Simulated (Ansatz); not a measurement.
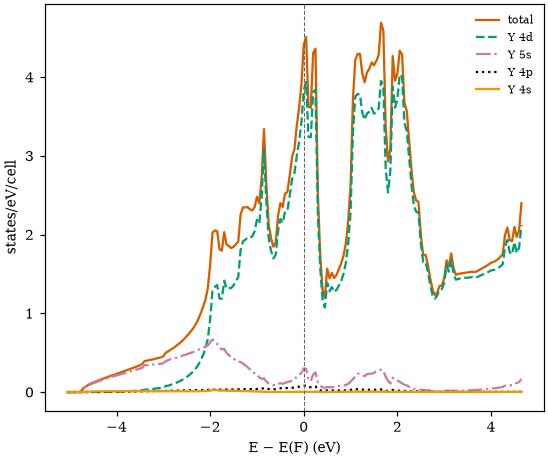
Figure. Total and projected density of states of Y (hcp (Mg type), P6_3/mmc), plane-wave PAW LDA (Ansatz code)

### Question
Which orbitals carry the states next to the Fermi level?

### Answer
Within 0.5 eV of the Fermi level: Y 4d 89 %, Y 5s 5 %. Projections are on Löwdin-orthogonalised atomic valence shells; empty p or d shells of many metals are not among them.

The LDA relaxation kept the symmetry of its start. The run is not spin-polarised. Scalar-relativistic: spin–orbit coupling is off unless named, which matters more the heavier the elements.

Potentials: the later of the program's two PAW sets.
